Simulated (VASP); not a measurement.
# MnSe: structure and properties in VASP, part 8 of 11

Wanted: the relaxed cell of MnSe and its properties. The start is a cell from a database of measured crystal structures.

VASP 6.6.1, plane waves and PAW; the level of theory is named at each step.

Still holding for the runs below: The magnetic order is the lowest of the few collinear ones that converged above; longer or canted patterns were not tried. The cell is doubled for it, so bands and modes from the zone boundary of the chemical cell fold onto Γ and the labels are those of the larger cell.

So far. Step 8 (Single point with fields (optB86b-vdW + U)): In this run the pressure is 0.01 GPa, small enough to go on. Step 9 (Bands along the symmetry lines (optB86b-vdW + U)): The path finds the gap of the mesh within 0.02 eV, so the mesh comes close to both band edges.

The database entry behind the starting cell differs from later determinations by our own check (about 0.4 % short), so it need not match the best structure at ambient conditions.

**10. Total and projected DOS (optB86b-vdW + U)**

Level of this step: optB86b-vdW, DFT+U (Mn d 5 eV), spin-polarised from an antiferromagnetic start; plane waves and PAW (Mn_pv, Se) (VASP).

Here the states are counted by energy and projected on the atoms. The mesh is finer than in the run before.

INCAR reads:

```
SYSTEM = MnSe
PREC = Accurate
ENCUT = 400
EDIFF = 1E-06
NELM = 100
ISMEAR = -5
SIGMA = 0.05
LREAL = .FALSE.
ALGO = Normal
GGA = MK
AGGAC = 0
LUSE_VDW = .TRUE.
PARAM1 = 0.1234
PARAM2 = 1
LASPH = .TRUE.
NBANDS = 35
ISPIN = 2
MAGMOM = 4.562 -4.562 0 0
LDAU = .TRUE.
LDAUTYPE = 2
LDAUL = 2 -1
LDAUU = 5 0
LDAUJ = 0 0
LDAUPRINT = 1
LMAXMIX = 4
LORBIT = 11
LWAVE = .FALSE.
LCHARG = .FALSE.
KPAR = 4
NEDOS = 2001
```

POSCAR reads:

```
MnSe
1.0
    0.0000000000      2.7462933315      2.7462933315
    2.7462933315      0.0000000000      2.7462933315
    5.4877001748      5.4877001748      0.0048864881
Mn Se
2 2
Direct
    0.0000000000      0.0000000000      0.0000000000
    0.0000000000      0.0000000000      0.5000000000
    0.5000000000      0.5000000000      0.2500000000
    0.5000000000      0.5000000000      0.7500000000
```

KPOINTS reads:

```
Automatic mesh
0
Gamma
9 9 9
0 0 0
```

PAW data sets: Mn_pv and Se (PBE family, release 64).

On the command line:

```console
$ mpirun -np 4 vasp_std
```

Output:

```text
[... set-up lines as in an earlier step ...]
 entering main loop
       N       E                     dE             d eps       ncg     rms          rms(c)
DAV:   1     0.342388604741E+03    0.34239E+03   -0.17472E+04 12988   0.933E+02
DAV:   2     0.996375070866E+01   -0.33242E+03   -0.31477E+03 12436   0.297E+02
DAV:   3    -0.119410291161E+02   -0.21905E+02   -0.21581E+02 14344   0.857E+01
DAV:   4    -0.122938612961E+02   -0.35283E+00   -0.35221E+00 13082   0.109E+01
DAV:   5    -0.122981580905E+02   -0.42968E-02   -0.42966E-02 13476   0.130E+00    0.120E+01
DAV:   6    -0.130102919488E+02   -0.71213E+00   -0.72257E+00 12609   0.332E+01    0.138E+01
DAV:   7    -0.140547298457E+02   -0.10444E+01   -0.19731E+00 12687   0.792E+00    0.750E+00
DAV:   8    -0.140300471186E+02    0.24683E-01   -0.14600E-01 12931   0.259E+00    0.470E+00
DAV:   9    -0.140618342886E+02   -0.31787E-01   -0.30047E-02 13223   0.150E+00    0.643E-01
DAV:  10    -0.140639825627E+02   -0.21483E-02   -0.10634E-02 13270   0.735E-01    0.230E-01
DAV:  11    -0.140645468232E+02   -0.56426E-03   -0.74506E-04 12734   0.222E-01    0.109E-01
DAV:  12    -0.140646932933E+02   -0.14647E-03   -0.10099E-04 12894   0.833E-02    0.577E-02
DAV:  13    -0.140647530443E+02   -0.59751E-04   -0.52209E-05 12902   0.413E-02    0.216E-02
DAV:  14    -0.140647495964E+02    0.34478E-05   -0.41427E-06 12764   0.110E-02    0.802E-03
DAV:  15    -0.140647509062E+02   -0.13098E-05   -0.22675E-06 13198   0.629E-03    0.239E-03
DAV:  16    -0.140647518609E+02   -0.95466E-06   -0.96694E-08  6664   0.262E-03
   1 F= -.14064752E+02 E0= -.14064752E+02  d E =0.000000E+00  mag=    -0.0000
```

It took 2.6 min on 4 MPI ranks of AMD EPYC 7R43, shared host; peak memory 2.5 GiB; 10 min of CPU time.

Parts of OUTCAR (step 10):

```text
   k-points           NKPTS =     85   k-points in BZ     NKDIM =     85   number of bands    NBANDS=     35

   NELECT =      38.0000    total number of electrons

atom =   1  type =  1  l = 2

 onsite density matrix

spin component  1

  0.9371 -0.0000 -0.0006 -0.0000 -0.0000
 -0.0000  0.9371 -0.0003  0.0000  0.0005
 -0.0006 -0.0003  0.9539 -0.0003  0.0000
 -0.0000  0.0000 -0.0003  0.9371 -0.0005
 -0.0000  0.0005  0.0000 -0.0005  0.9539

spin component  2

  0.0130 -0.0000  0.0006 -0.0000 -0.0000
 -0.0000  0.0130  0.0003  0.0000 -0.0005
  0.0006  0.0003  0.0778  0.0003 -0.0000
 -0.0000  0.0000  0.0003  0.0130  0.0005
 -0.0000 -0.0005 -0.0000  0.0005  0.0778

 occupancies and eigenvectors

  o =  0.0129  v =  0.0000  0.0000  0.0000  0.0000  0.0000 -0.8164 -0.4090  0.0109 -0.4075 -0.0000      0.0000  0.0000  0.0000  0.0000  0.0000  0.0000  0.0000  0.0000  0.0000  0.0000
  o =  0.0129  v =  0.0000  0.0000  0.0000  0.0000  0.0000 -0.0009  0.7066  0.0000 -0.7075  0.0109      0.0000  0.0000  0.0000  0.0000  0.0000  0.0000  0.0000  0.0000  0.0000  0.0000
  o =  0.0130  v =  0.0000  0.0000  0.0000  0.0000  0.0000  0.5774 -0.5774  0.0000 -0.5774  0.0000      0.0000  0.0000  0.0000  0.0000  0.0000  0.0000  0.0000  0.0000  0.0000  0.0000
  o =  0.0778  v =  0.0000  0.0000  0.0000  0.0000  0.0000 -0.0000  0.0077 -0.0000 -0.0077 -0.9999      0.0000  0.0000  0.0000  0.0000  0.0000  0.0000  0.0000  0.0000  0.0000  0.0000
  o =  0.0778  v =  0.0000  0.0000  0.0000  0.0000  0.0000  0.0089  0.0044  0.9999  0.0044 -0.0000      0.0000  0.0000  0.0000  0.0000  0.0000  0.0000  0.0000  0.0000  0.0000  0.0000
  o =  0.9370  v =  0.8158  0.4079  0.0421  0.4079  0.0000  0.0000  0.0000  0.0000  0.0000  0.0000      0.0000  0.0000  0.0000  0.0000  0.0000  0.0000  0.0000  0.0000  0.0000  0.0000
  o =  0.9370  v =  0.0000  0.7065  0.0000 -0.7065 -0.0421  0.0000  0.0000  0.0000  0.0000  0.0000      0.0000  0.0000  0.0000  0.0000  0.0000  0.0000  0.0000  0.0000  0.0000  0.0000
  o =  0.9371  v =  0.5774 -0.5774 -0.0000 -0.5774  0.0000  0.0000  0.0000  0.0000  0.0000  0.0000      0.0000  0.0000  0.0000  0.0000  0.0000  0.0000  0.0000  0.0000  0.0000  0.0000
  o =  0.9539  v =  0.0000  0.0297  0.0000 -0.0297  0.9991  0.0000  0.0000  0.0000  0.0000  0.0000      0.0000  0.0000  0.0000  0.0000  0.0000  0.0000  0.0000  0.0000  0.0000  0.0000
  o =  0.9539  v = -0.0343 -0.0172  0.9991 -0.0172 -0.0000  0.0000  0.0000  0.0000  0.0000  0.0000      0.0000  0.0000  0.0000  0.0000  0.0000  0.0000  0.0000  0.0000  0.0000  0.0000

atom =   2  type =  1  l = 2

 onsite density matrix

spin component  1

  0.0130 -0.0000  0.0006 -0.0000  0.0000
 -0.0000  0.0130  0.0003  0.0000 -0.0005
  0.0006  0.0003  0.0778  0.0003 -0.0000
 -0.0000  0.0000  0.0003  0.0130  0.0005
  0.0000 -0.0005 -0.0000  0.0005  0.0778

spin component  2

 occupancies and eigenvectors

  o =  0.0129  v = -0.8164 -0.4090  0.0109 -0.4074 -0.0000  0.0000  0.0000  0.0000  0.0000  0.0000      0.0000  0.0000  0.0000  0.0000  0.0000  0.0000  0.0000  0.0000  0.0000  0.0000
  o =  0.0129  v = -0.0009  0.7066  0.0000 -0.7075  0.0109  0.0000  0.0000  0.0000  0.0000  0.0000      0.0000  0.0000  0.0000  0.0000  0.0000  0.0000  0.0000  0.0000  0.0000  0.0000
  o =  0.0130  v =  0.5774 -0.5774  0.0000 -0.5774  0.0000  0.0000  0.0000  0.0000  0.0000  0.0000      0.0000  0.0000  0.0000  0.0000  0.0000  0.0000  0.0000  0.0000  0.0000  0.0000
  o =  0.0778  v = -0.0000  0.0077 -0.0000 -0.0077 -0.9999  0.0000  0.0000  0.0000  0.0000  0.0000      0.0000  0.0000  0.0000  0.0000  0.0000  0.0000  0.0000  0.0000  0.0000  0.0000
  o =  0.0778  v =  0.0089  0.0044  0.9999  0.0044 -0.0000  0.0000  0.0000  0.0000  0.0000  0.0000      0.0000  0.0000  0.0000  0.0000  0.0000  0.0000  0.0000  0.0000  0.0000  0.0000
  o =  0.9370  v =  0.0000  0.0000  0.0000  0.0000  0.0000  0.8158  0.4079  0.0421  0.4079  0.0000      0.0000  0.0000  0.0000  0.0000  0.0000  0.0000  0.0000  0.0000  0.0000  0.0000
  o =  0.9370  v =  0.0000  0.0000  0.0000  0.0000  0.0000  0.0000  0.7065  0.0000 -0.7065 -0.0421      0.0000  0.0000  0.0000  0.0000  0.0000  0.0000  0.0000  0.0000  0.0000  0.0000
  o =  0.9371  v =  0.0000  0.0000  0.0000  0.0000  0.0000  0.5774 -0.5774 -0.0000 -0.5774  0.0000      0.0000  0.0000  0.0000  0.0000  0.0000  0.0000  0.0000  0.0000  0.0000  0.0000
  o =  0.9539  v =  0.0000  0.0000  0.0000  0.0000  0.0000  0.0000  0.0297  0.0000 -0.0297  0.9991      0.0000  0.0000  0.0000  0.0000  0.0000  0.0000  0.0000  0.0000  0.0000  0.0000
  o =  0.9539  v =  0.0000  0.0000  0.0000  0.0000  0.0000 -0.0343 -0.0172  0.9991 -0.0172 -0.0000      0.0000  0.0000  0.0000  0.0000  0.0000  0.0000  0.0000  0.0000  0.0000  0.0000

 E-fermi :   4.6216

 spin component 1
 k-point     1 :       0.0000    0.0000    0.0000
  band No.  band energies     occupation
    ...
     15       3.8172      1.00000
     16       3.8172      1.00000
     17       4.1586      1.00000
     18       4.1586      1.00000
     19       4.1725      1.00000
     20       6.7526      0.00000
     21       7.8498      0.00000
     22       7.8498      0.00000
     23       7.8740      0.00000
     24       8.1612      0.00000
    ...

 k-point     2 :       0.1111    0.0000    0.0000
  band No.  band energies     occupation
    ...
     15       3.1558      1.00000
     16       3.2822      1.00000
     17       3.5253      1.00000
     18       4.2786      1.00000
     19       4.2909      1.00000
     20       7.4417      0.00000
     21       7.6849      0.00000
     22       7.9773      0.00000
     23       8.1177      0.00000
     24       8.2904      0.00000
    ...

Total vdW correction in eV:      6.8849490

  Total       -0.0020114     -0.0020114     -0.0020114     -0.0226744      0.0226744      0.0226744
  in kB       -0.0389490     -0.0389490     -0.0389490     -0.4390625      0.4390625      0.4390625
  external PRESSURE =      -0.0389490 kB  Pullay stress =       0.0000000 kB

 POSITION                                       TOTAL-FORCE (eV/Angst)
 -----------------------------------------------------------------------------------
      0.00000      0.00000      0.00000        -0.000000     -0.000000     -0.000000
      2.74385      2.74385      0.00244         0.000000      0.000000     -0.000000
      2.74507      2.74507      2.74751        -0.000000     -0.000000     -0.000000
      5.48892      5.48892      2.74996        -0.000000     -0.000000      0.000000
 -----------------------------------------------------------------------------------
    total drift:                                0.000000      0.000000      0.000000

  FREE ENERGIE OF THE ION-ELECTRON SYSTEM (eV)
  ---------------------------------------------------
  free  energy   TOTEN  =       -14.0647518609 eV

  energy  without entropy=      -14.0647518609  energy(sigma->0) =      -14.06475186

Total vdW correction in eV:      6.8849232

[... 7 parts as in an earlier step ...]

[... 10 further parts left out ...]
```

Numbers from this step:

```
irreducible k-points           : 85
Fermi energy                   : 4.622 eV
pressure                       : -0.003895 GPa
valence top at k               : 0, 0, 0.4444
conduction bottom at k         : 0.4444, 0.4444, 0
least direct gap at k          : 0.4444, 0, 0
gap on the k-mesh              : 1.671 eV
least direct gap on the k-mesh : 2.296 eV
```

The density of states has structure finer than the step of the table below, so its rows give means over 1 eV, whole bins alone (the curve runs from -11.9 to 5.58 eV). Peaks (eV: height): total -5.4: 9.83, -5.2: 20.7, -4.8: 17.2, 3.8: 11.8; Mn d -5.4: 5.94, -5.2: 16.0, -4.8: 14.9, 3.8: 8.72; Se p -5.2: 1.37, -4.0: 1.45, -1.5: 1.60, -0.8: 1.90; Mn s -5.4: 0.239, -4.0: 0.472, 2.7: 0.668, 5.0: 0.25; Mn p -2.1: 0.127, 3.8: 0.182, 4.1: 0.192, 4.9: 0.300.

States under -11.9 eV and over 5.6 eV are left out; both spin channels agree and are summed. The density of states by energy, zero at the valence-band top; means over each step; values in states/eV/cell:

```
energy (eV)  total    Mn d    Se p    Mn s     Mn p
         -7      0       0       0       0        0
         -6  0.784   0.406   0.106  0.0300  0.00262
         -5   9.23    7.22   0.516  0.0594   0.0282
         -4   3.05   0.954   0.678   0.174   0.0530
         -3   2.07   0.298   0.679  0.0713   0.0670
         -2   2.85   0.288    1.15  0.0482    0.102
         -1   3.61   0.582    1.56  0.0190   0.0759
          0  0.436  0.0556   0.218  5.5e-4  0.00733
          1      0       0       0       0        0
          2  0.494   0.126  0.0144  0.0996  0.00811
          3   4.22    2.28   0.126   0.271   0.0506
          4   6.45    4.49   0.239   0.138    0.148
          5   2.78   0.738   0.263   0.213    0.227
```

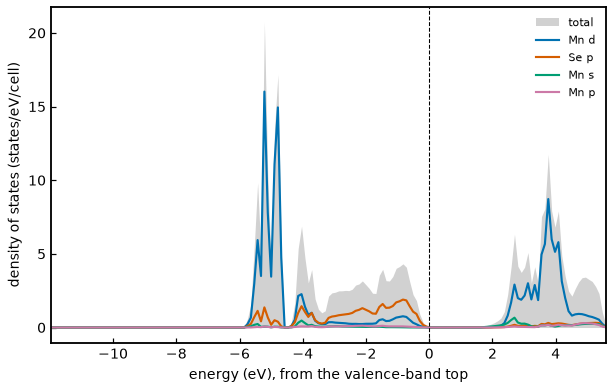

Density of states, plotted against energy.

The gap on this mesh is 1.67 eV, over the 1.53 eV of the band run, since this mesh misses a band edge. In the top eV of the valence band the largest shares in the PAW spheres are Se p 46 % and Mn d 16 %. The rest lies in smaller channels or between the spheres.

(Part 8 of 11 ends here.)

[Lines on the potential files, build, host, timing and source positions are cut from VASP's logs without a mark.]

[Logs are printed without paths, hosts, clocks, repeated set-up lines and the standing remarks that a program may print on its own settings, such as how far it seeks lower states.]

[Hosts, paths, dates, database ids (printed as entryN), source tags and the programs' standing remarks are cut or masked in the printed files.]

[A measured line is paired with the nearest computed mode of its activity, which favours agreement.]
